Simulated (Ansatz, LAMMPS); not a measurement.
**A frame of liquid (Rb,Cs)F from 760 K, run at 300 K (72 atoms): a short ab initio trajectory**

Wanted: a short trajectory of a frame of liquid (Rb,Cs)F from 760 K, run at 300 K (72 atoms) with its pair distributions.

Method: Kohn-Sham DFT, PBE, PAW (set soft_2), plane waves, in Ansatz 0.2.0.

## Step 1: The starting structure

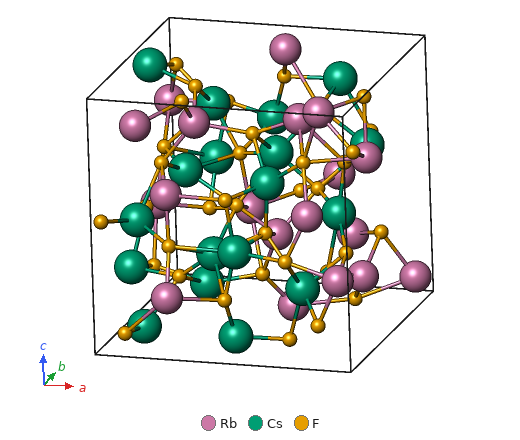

The cell as given, slightly off an axis (rubidium pink, caesium teal, fluorine orange). Some periodic images of atoms are drawn too.

The cell holds 72 atoms: 18 Rb, 18 Cs and 36 F. Its edges and angles: a = 13.192 Å, b = 13.192 Å, c = 13.192 Å, α = 90.0°, β = 90.0°, γ = 90.0°. 72 atoms (18 Rb, 18 Cs, 36 F) placed at random at 3.34 g/cm³, melted at 1800 K for 10 ps at fixed volume with the Lennard-Jones and Coulomb ion parameters for SPC/E (Joung and Cheatham, J. Phys. Chem. B 112, 9020 (2008)), full charges. Snapshot at the end of a hold of 20 ps at 760 K and fixed volume.

What the set-up can't give: The starting topology of bonds comes from the classical model. The cell was made at 760 K but the dynamics is set to 300 K: the trajectory isn't one at 760 K. The ion parameters were fitted for water, not for melts, so the starting structure of this cell may lie well off the real melt's. The Brillouin zone is sampled at Γ only, in a cell whose shortest periodic width is 13 Å. The levels lack spin–orbit coupling, which is large for the heavy elements here.

## Step 2: Dynamics started at 300 K

A Langevin thermostat couples each atom to a heat bath, at the price of damped dynamics. The time step is 1.0 fs.

Contents of input.yaml:

```yaml
crystal:
  lattice:
    - [13.1917, 0.0, 0.0]
    - [0.0, 13.1917, 0.0]
    - [0.0, 0.0, 13.1917]
  atoms:
    - { symbol: Rb, position: [0.54573, 0.5501, 0.33364] }
    - { symbol: Rb, position: [0.69745, 0.84782, 0.48644] }
    - { symbol: Rb, position: [0.9745, 0.34223, 0.72994] }
    - { symbol: Rb, position: [0.96651, 0.89669, 0.08735] }
    [... 62 atom lines left out ...]
    - { symbol: F, position: [0.50276, 0.43022, 0.763] }
    - { symbol: F, position: [0.68287, 0.6333, 0.49622] }
    - { symbol: F, position: [0.25918, 0.13127, 0.3997] }
    - { symbol: F, position: [0.05196, 0.73717, 0.58282] }
    - { symbol: F, position: [0.72476, 0.09544, 0.38223] }
    - { symbol: F, position: [0.98758, 0.14608, 0.81452] }
kpoints:
  mp_grid: { grid: [1, 1, 1] }
hamiltonian:
  xc: pbe
scf:
  occupations: { method: fixed }
output:
  forces: true
  stress: true
md:
  timestep: 1.0
  n_steps: 111
  ensemble: nvt_langevin
  temperature: 300
  initial_velocities: maxwell_boltzmann
  seed: 2860
```

Command:

```
> ansatz run input.yaml --threads 4 --pin off --max-ram 8192MiB --backend cpu --events-out ev --progress --plain --runs-dir out
```

Wall time 44 min (4 threads of Arm Neoverse N1, shared host); peak memory 2.7 GiB.

The program notes that the SCF threshold is loose for the stress and it switched symmetry off.

Rows from the run:

```csv
time (fs),T (K),potential (meV/atom)
0.0,296,0.0
7.0,316,-0.8
15.0,316,-4.1
22.0,354,-7.3
30.0,376,-10.9
37.0,391,-13.1
44.0,380,-15.1
52.0,358,-17.0
59.0,362,-18.5
67.0,368,-19.9
74.0,359,-21.0
81.0,350,-22.5
89.0,391,-24.1
96.0,388,-24.9
104.0,368,-25.4
111.0,356,-25.5
```

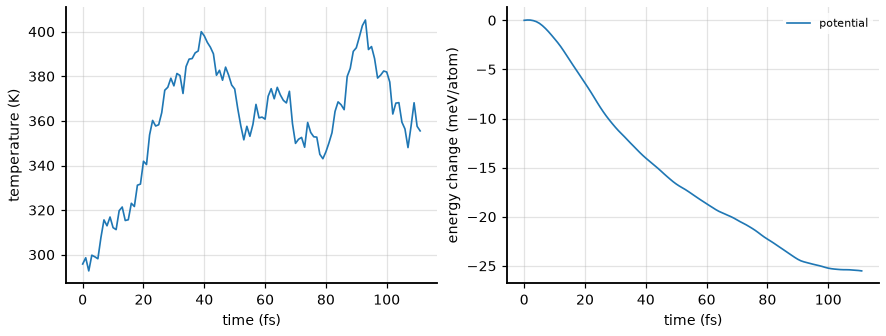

Temperature and energies against time.

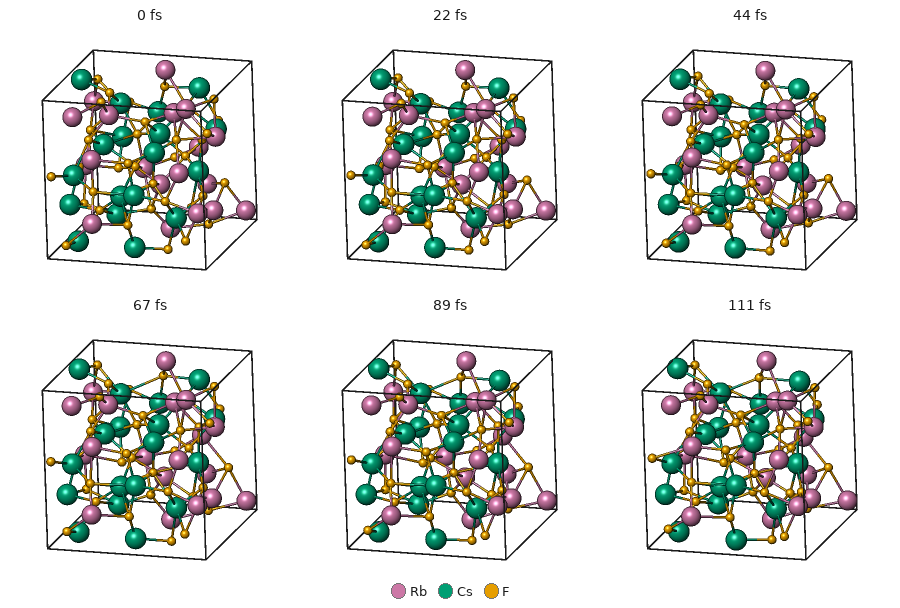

6 frames of the run.

Mean square displacement from the first frame to the last: Rb 0.072 Å², Cs 0.060 Å², F 0.23 Å².

The mean square displacement by time lag:

```csv
time lag (fs),Cs (Å²),F (Å²),Rb (Å²)
1.0,7.2e-6,4.6e-5,1.1e-5
5.0,1.8e-4,0.00114,2.6e-4
10.0,7.1e-4,0.00452,0.00104
14.0,0.00137,0.00874,0.00201
17.0,0.00201,0.0127,0.00294
21.0,0.00303,0.0191,0.00441
26.0,0.00458,0.0286,0.00660
30.0,0.00602,0.0373,0.00862
35.0,0.00808,0.0493,0.0114
39.0,0.00990,0.0596,0.0139
42.0,0.0114,0.0677,0.0159
46.0,0.0135,0.0789,0.0186
51.0,0.0163,0.0933,0.0222
56.0,0.0193,0.108,0.0259
```

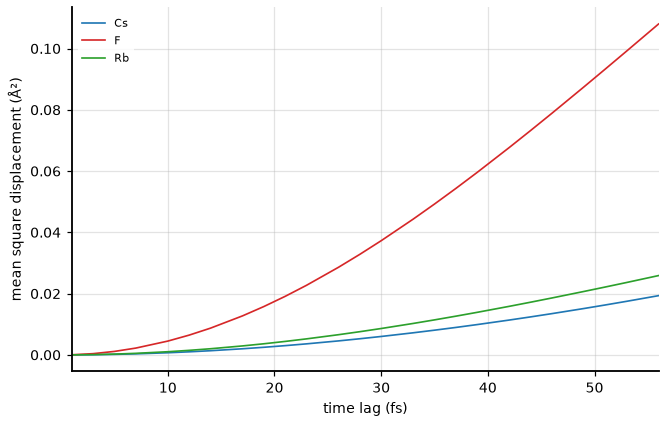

Mean square displacement against time lag.

Over the second half of 111 fs the temperature averages 368 K with swings of 15 K r.m.s. From first frame to last F has the largest mean square displacement, 0.23 Å² at the end; the farthest move is 0.75 Å. The mean temperature of 368 K lies well off the 300 K of the input, so the thermostat hasn't yet brought the run to equilibrium. The count of bonds goes from 176 in the first frame to 176 in the last, by one set of cutoffs: 3 pairs passed out of them and 3 came within. The run spans 0.11 ps, too short for its means to be equilibrium values.

## Step 3: Local order late in the run

The g(r) is a mean over the second half; what follows it is taken at the last frame.

Density 3.34 g/cm³, 31.88 Å³ an atom.

Mean of 15 frames. g(r), total and by pair (bins of 0.2 Å):

```csv
r (Å),total,F-F,F-Cs,F-Rb,Cs-Cs,Cs-Rb,Rb-Rb
2.40,0.06,0.00,0.03,0.22,0.00,0.00,0.00
2.60,1.20,0.00,1.03,3.78,0.00,0.00,0.00
2.80,2.52,0.00,4.90,5.17,0.00,0.00,0.00
3.00,1.81,0.15,3.92,3.18,0.00,0.00,0.00
3.20,1.17,0.09,2.68,1.90,0.00,0.00,0.00
3.40,0.52,0.48,0.85,0.51,0.00,0.51,0.00
3.60,0.76,1.03,0.40,0.33,1.38,1.01,1.68
3.80,0.85,1.27,0.48,0.05,1.08,1.66,2.08
4.00,1.21,2.35,0.13,0.23,2.62,2.03,1.98
4.20,1.07,1.92,0.12,0.31,3.67,1.34,1.27
4.40,1.10,2.06,0.23,0.43,1.81,1.64,1.66
4.60,0.88,1.45,0.68,0.20,0.48,1.65,1.02
4.80,0.90,1.00,0.54,0.62,0.71,1.36,2.40
5.00,0.98,1.07,0.65,0.81,1.98,1.42,0.76
5.20,0.98,1.10,0.87,0.91,0.56,0.92,1.79
5.40,0.99,0.83,1.04,1.02,0.78,1.19,1.17
5.60,1.05,0.78,1.27,1.11,1.30,0.98,0.90
5.80,1.07,0.90,1.15,1.49,0.96,0.80,0.41
6.00,1.17,0.88,1.56,1.58,0.57,0.83,0.51
6.20,1.04,0.83,1.40,1.52,0.36,0.31,0.61
6.40,0.99,0.65,1.37,1.44,0.72,0.36,0.58
```

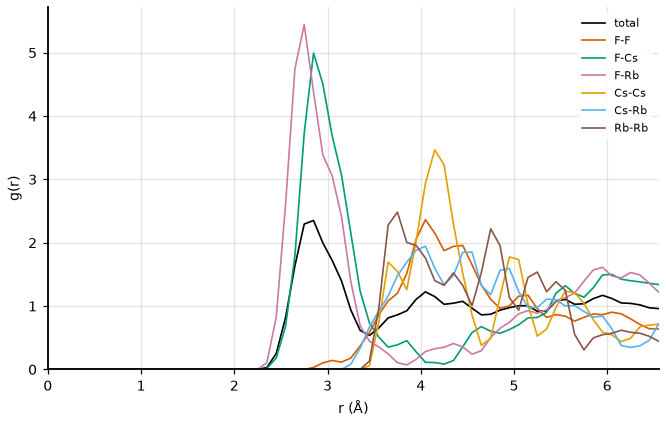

Pair distribution functions, lightly smoothed.

Bonds by pair of elements; cutoffs follow the first minimum of g(r), held within bounds set by covalent radii, and pairs that aren't listed don't count as bonded:

```csv
pair A-B,cutoff (Å),bonds,mean length (Å),spread (Å),shortest (Å),B about A,A about B
F-Cs,3.68,87,3.02,0.238,2.48,2.42,4.83
F-Rb,3.68,89,2.91,0.247,2.45,2.47,4.94
```

How many atoms have how many bonded neighbours:

```csv
element,mean,3,4,5,6
Cs,4.83,1,5,8,4
F,4.89,0,11,18,7
Rb,4.94,0,5,9,4
```

Bond angles, per cent of each kind in bins of 5°:

```csv
angle (°),F-Rb-F,F-Cs-F,Cs-F-Rb,Rb-F-Rb,Cs-F-Cs
60–65,0.6,1.7,0.0,0.0,0.0
65–70,2.8,2.9,2.9,1.1,1.1
70–75,5.6,5.8,8.8,4.3,4.5
75–80,5.6,6.9,7.1,8.6,8.0
80–85,9.4,11.0,8.8,16.1,12.5
85–90,11.7,12.1,7.6,8.6,20.5
90–95,8.3,5.8,8.8,5.4,11.4
95–100,11.1,7.5,4.1,4.3,5.7
100–105,6.7,9.2,7.1,6.5,4.5
105–110,5.6,2.3,4.7,4.3,3.4
110–115,6.7,3.5,5.9,6.5,4.5
115–120,2.8,3.5,1.2,9.7,4.5
120–125,2.2,4.6,5.3,0.0,1.1
125–130,1.7,2.9,3.5,8.6,2.3
130–135,2.8,1.2,2.4,4.3,1.1
135–140,2.2,2.9,2.4,3.2,3.4
140–145,1.7,3.5,4.1,1.1,1.1
145–150,2.8,2.9,2.4,2.1,2.3
150–155,3.3,1.7,3.5,0.0,3.4
155–160,1.7,3.5,2.9,1.1,0.0
160–165,1.7,1.2,2.9,1.1,1.1
165–170,2.2,1.2,2.4,2.1,2.3
170–175,1.1,2.3,0.6,1.1,0.0
175–180,0.0,0.0,0.6,0.0,1.1
```

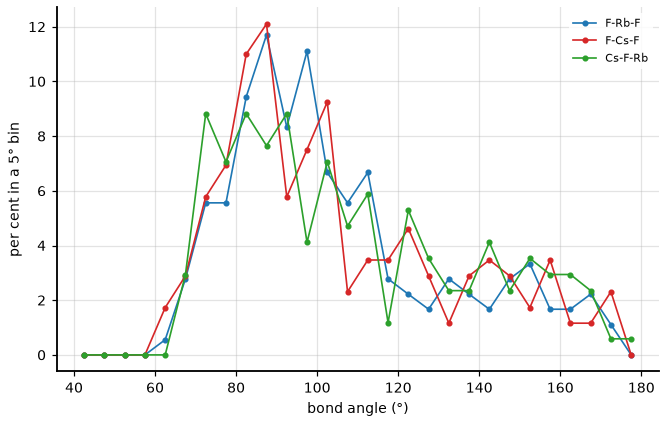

Distributions of the most common bond angles.

Bond angles (no mean is given where the spread exceeds 20°):

```csv
angle,count,mean (°),spread (°)
F-Rb-F,180,-,-
F-Cs-F,173,-,-
Cs-F-Rb,170,-,-
Rb-F-Rb,93,-,-
Cs-F-Cs,88,-,-
```

Bond length by coordination (bonds to H left out):

```csv
element,coordination,atoms,mean bond length (Å)
Cs,3,1,2.79
Cs,4,5,2.94
Cs,5,8,3.05
Cs,6,4,3.06
F,4,11,2.89
F,5,18,2.97
F,6,7,3.02
Rb,4,5,2.80
Rb,5,9,2.90
Rb,6,4,3.03
```

For some of the pairs, g(r) has its first main peak near 2.9 Å (F-Cs), 2.7 Å (F-Rb), 4.0 Å (Cs-Rb) and 3.7 Å (Rb-Rb). By these cutoffs 44 % of Cs atoms have 5, 50 % of F atoms have 5 and 50 % of Rb atoms have 5 bonded neighbours.

## Step 4: Single point at the last frame

The last frame is solved once more, with the analyses that the dynamics left out.

Contents of input.yaml:

```yaml
crystal:
  lattice:
    - [13.1917, 0.0, 0.0]
    - [0.0, 13.1917, 0.0]
    - [0.0, 0.0, 13.1917]
  atoms:
    - { symbol: Rb, position: [0.58235, 0.5438, 0.3154] }
    - { symbol: Rb, position: [0.72136, 0.87064, 0.48057] }
    - { symbol: Rb, position: [0.96582, 0.3343, 0.72999] }
    - { symbol: Rb, position: [0.97924, 0.89102, 0.09003] }
    [... 62 atom lines left out ...]
    - { symbol: F, position: [0.46705, 0.4501, 0.73406] }
    - { symbol: F, position: [0.70729, 0.66882, 0.4733] }
    - { symbol: F, position: [0.24021, 0.15353, 0.38745] }
    - { symbol: F, position: [0.06893, 0.77437, 0.58269] }
    - { symbol: F, position: [0.73443, 0.05364, 0.38995] }
    - { symbol: F, position: [0.99696, 0.13211, 0.83194] }
kpoints:
  mp_grid: { grid: [1, 1, 1] }
hamiltonian:
  xc: pbe
scf:
  occupations: { method: fixed }
output:
  forces: true
  stress: true
  populations: intrinsic
  dos:
    method: { smearing: { sigma: 0.15 } }
    de: 0.1
    projected: { site_lists: { Cs: [Cs], F: [F], Rb: [Rb] } }
  eigenvalues: true
  write_density: true
  write_potential: true
  volumetric_format: npy
```

Elapsed: 60 s, on 4 threads; peak memory 2.6 GiB; 3.9 min of CPU time.

The program notes that the exchange-correlation potential is rough where the density is thin.

Numbers from this run:

```yaml
free_energy: -190067.6305 eV
free_energy_per_atom: -2639.8282 eV/atom
scf_cycles: 9
pressure: 0.05284 GPa
r_m_s_force_component: 0.2707 eV/Å
longest_force: 1.174 eV/Å
fermi_energy: 1.504 eV
spacing_of_highest_filled_and_lowest_empty_level: 3.69 eV
```

Neighbours are counted within 3.68 Å (F-Cs), 3.68 Å (F-Rb), the cutoffs taken from the dynamics.

Length of the force by element and coordination:

```csv
element,coordination,atoms,mean length of the force (eV/Å),spread,least,most
Cs,all,18,0.478,0.294,0.143,1.17
Cs,3,1,0.198,0,0.198,0.198
Cs,4,5,0.574,0.359,0.286,1.17
Cs,5,8,0.408,0.245,0.143,0.923
Cs,6,4,0.570,0.244,0.186,0.824
F,all,36,0.370,0.203,0.131,0.856
F,4,11,0.275,0.0944,0.164,0.432
F,5,18,0.434,0.216,0.142,0.856
F,6,7,0.354,0.232,0.131,0.762
Rb,all,18,0.412,0.196,0.0239,0.816
Rb,4,5,0.362,0.124,0.168,0.553
Rb,5,9,0.420,0.226,0.0239,0.816
Rb,6,4,0.455,0.182,0.155,0.647
```

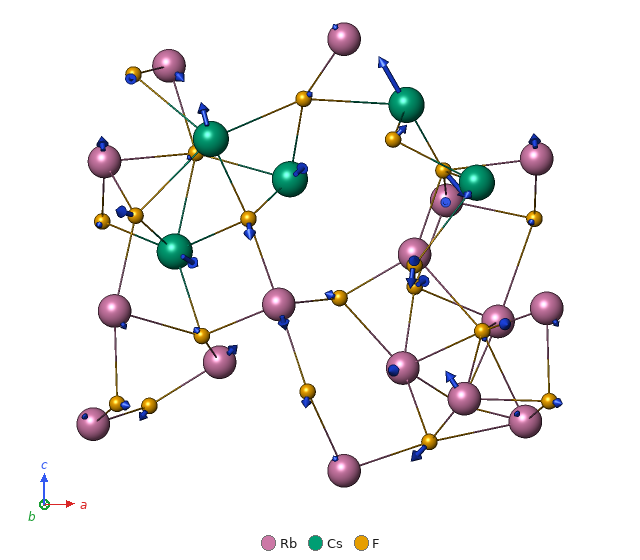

Forces as arrows; the longest in the cell is 1.17 eV/Å. Drawn is a slice 6 Å thick, seen along the normal of the ac plane.

Intrinsic-atomic-orbital charges by element and coordination:

```csv
element,coordination,atoms,mean charge (e),spread,least,most
Cs,all,18,0.917,0.0107,0.900,0.940
Cs,3,1,0.940,0,0.940,0.940
Cs,4,5,0.922,0.0074,0.915,0.937
Cs,5,8,0.914,0.0063,0.902,0.925
Cs,6,4,0.910,0.0118,0.900,0.930
F,all,36,-0.892,0.008,-0.905,-0.870
F,4,11,-0.896,0.0068,-0.905,-0.880
F,5,18,-0.890,0.007,-0.903,-0.881
F,6,7,-0.888,0.0091,-0.899,-0.870
Rb,all,18,0.866,0.0092,0.849,0.887
Rb,4,5,0.878,0.0058,0.871,0.887
Rb,5,9,0.863,0.0041,0.854,0.867
Rb,6,4,0.860,0.0073,0.849,0.868
```

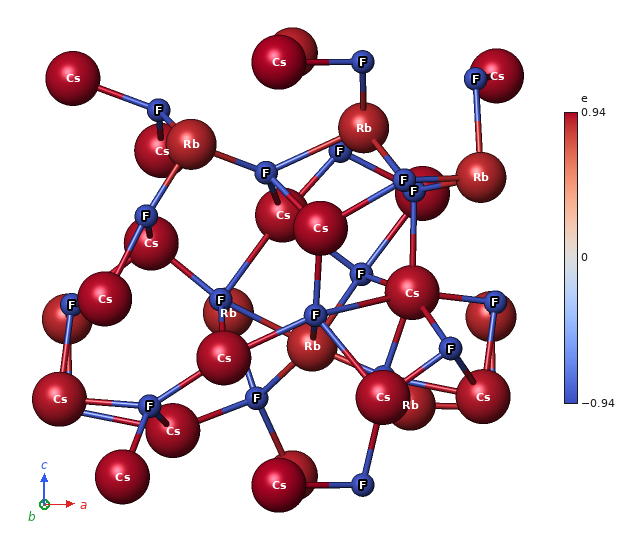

Atoms coloured by intrinsic-atomic-orbital charge. Drawn is a slice 7 Å thick, seen along the normal of the ac plane. Bonds to atoms that aren't drawn are left out.

Density of states as counts of states in windows of 1 eV (from the Fermi level), total and the larger projections:

```csv
from (eV),to (eV),total,F p,Rb p,Cs p
-14,-10,0.0,0.0,0.0,0.0
-10,-9,9.6,0.1,9.3,0.1
-9,-8,94.2,1.2,91.7,0.6
-8,-7,10.7,0.2,4.2,6.2
-7,-6,79.1,2.3,0.7,75.1
-6,-5,22.5,0.7,0.1,21.5
-5,-3,0.0,0.0,0.0,0.0
-3,-2,0.8,0.8,0.0,0.0
-2,-1,94.0,88.9,0.5,1.5
-1,0,119.5,114.3,0.8,1.7
0,1,1.7,1.6,0.0,0.0
1,3,0.0,0.0,0.0,0.0
3,4,2.0,0.0,0.0,0.0
4,5,8.1,0.2,0.1,0.1
```

With fixed occupations the program's Fermi level is the highest filled level; weight inside the gap is the broadening of levels at its edges.

Between -26 and -14 eV lie 144 more states.

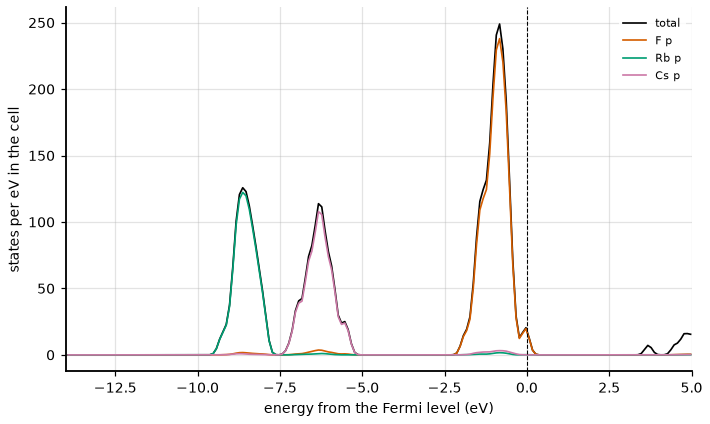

Total and projected density of states, with the broadening of the input.

The levels nearest the highest filled one (over half full), pooled over k-points and spins:

```csv
level less the highest filled one (eV),occupation
-0.454,2
-0.427,2
-0.374,2
-0.0917,2
-0.0417,2
0,2
3.69,0
4.50,0
4.74,0
4.81,0
4.96,0
5.08,0
```

Mean intrinsic-atomic-orbital charges: Cs +0.92, F -0.89, Rb +0.87 e.

## Step 5: What came out

```json
{
  "mean temperature, second half": "367.8 K",
  "temperature swing, second half": "15.2 K",
  "mean pressure, second half": "0.2172 GPa",
  "free energy per atom": "-2639.8282 eV/atom",
  "pressure": "0.05284 GPa",
  "r.m.s. force component": "0.2707 eV/Å",
  "gap (highest filled to lowest empty level)": "3.69 eV",
  "wall time of the 2 DFT runs": "45 min"
}
```

In words: Over the second half of 111 fs the temperature averages 368 K with swings of 15 K r.m.s. The mean temperature of 368 K lies well off the 300 K of the input, so the thermostat hasn't yet brought the run to equilibrium. The count of bonds goes from 176 in the first frame to 176 in the last, by one set of cutoffs: 3 pairs passed out of them and 3 came within. The run spans 0.11 ps, too short for its means to be equilibrium values. By these cutoffs 44 % of Cs atoms have 5, 50 % of F atoms have 5 and 50 % of Rb atoms have 5 bonded neighbours. Filled and empty levels are parted by 3.69 eV (at Γ alone); a semilocal functional tends to put such gaps too low. In a disordered cell it changes from sample to sample and from frame to frame.

**Limits.** The starting topology of bonds comes from the classical model; in DFT 3 of its 176 bonded pairs passed out of the cutoffs and 3 came within them. The pressure of a single frame lacks the kinetic term, about 0.16 GPa here.

[Logs are printed without paths, hosts, clocks, repeated set-up lines and the standing remarks that a program may print on its own settings, such as how far it seeks lower states.]

[Hosts, paths, dates, database ids (printed as entryN), source tags and the programs' standing remarks are cut or masked in the printed files.]
